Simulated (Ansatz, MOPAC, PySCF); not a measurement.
Bond stretch in CH6Si, SMILES [SiH3]C. The C1–Si5 bond (C1 also carries H, H, H; Si5 carries H, H, H) is stretched with both fragments frozen at the PBE0/def2-TZVP optimised geometry.

```
8

C      0.0000     0.0000     0.0000
H     -0.8842    -0.5105    -0.3880
H      0.0000     1.0209    -0.3880
H      0.8841    -0.5105    -0.3880
Si     0.0000     0.0000     1.8712
H     -1.2048     0.6970     2.3978
H      1.2060     0.6949     2.3978
H     -0.0012    -1.3919     2.3978
```

Levels of theory: UHF/STO-3G = unrestricted Hartree-Fock/STO-3G in PySCF 2.14.0; UCCSD(T) = CCSD(T) on UHF/cc-pVTZ, frozen core run with Ansatz (a program for electronic structure); PM6, restricted, heats of formation (MOPAC); UKS-B3LYP/6-311+G** = unrestricted B3LYP/6-311+G**, spherical d (PySCF).

Energies are in kJ/mol, each relative to the lowest point of its own curve near equilibrium.

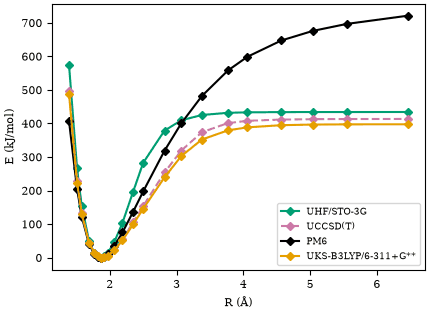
Figure. Energy against bond length for each method.

```tsv
R / Å	UHF/STO-3G	UCCSD(T)	PM6	UKS-B3LYP/6-311+G**
1.39	573.6	496.1	406.6	487.6
1.51	266.1	227.9	204.9	223.4
1.58	154.7	133.0	122.5	130.4
1.69	49.6	44.8	40.1	44.1
1.77	12.7	13.4	10.3	13.4
1.82	2.4	3.8	2.0	3.8
1.87	0.0	0.0	0.0	0.0
1.92	4.3	1.0	3.3	0.8
1.97	14.2	5.8	10.8	5.2
2.07	47.4	24.0	35.3	22.3
2.19	104.0	55.4	75.1	52.0
2.35	196.6	105.0	136.9	99.1
2.50	282.7	153.6	197.3	145.6
2.82	378.8	253.9	318.9	239.6
3.07	409.4	319.2	400.1	302.6
3.38	425.3	374.0	482.0	352.2
3.77	431.8	401.2	558.0	379.5
4.06	433.2	407.8	598.7	388.5
4.57	433.9	411.7	647.4	394.9
5.04	434.0	412.8	675.9	396.8
5.55	434.1	413.2	696.8	397.4
6.46	434.2	413.5	721.1	397.7
```

At the longest distance, 6.46 Å, PM6 lies highest above its minimum (721.1 kJ/mol) and UKS-B3LYP/6-311+G** lowest (397.7 kJ/mol).

The unrestricted determinant behind UHF/STO-3G is spin-contaminated at 2.50 to 6.46 Å (<S²> up to 1.0, against 0.00 for a pure singlet). The unrestricted determinant behind UCCSD(T) is spin-contaminated at 2.82 to 6.46 Å (<S²> up to 1.0, against 0.00 for a pure singlet). The restricted form behind PM6 keeps the bonding electrons paired and can't separate into open-shell fragments. The unrestricted determinant behind UKS-B3LYP/6-311+G** is spin-contaminated at 3.07 to 6.46 Å (<S²> up to 1.0, against 0.00 for a pure singlet).
